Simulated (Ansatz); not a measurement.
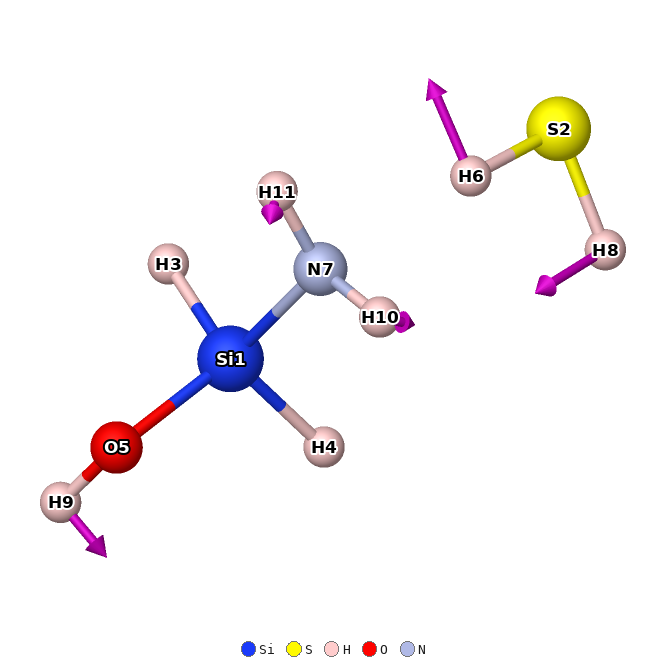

The arrows show one normal mode. Harmonic vibrations computed with RKS PBE0-D4/def2-TZVP (Ansatz 0.2.0) at a stationary point of the same level.

Q: At what wavenumber does it lie?

A: 201 cm⁻¹; it is mode 6 of 27 counted from the lowest.
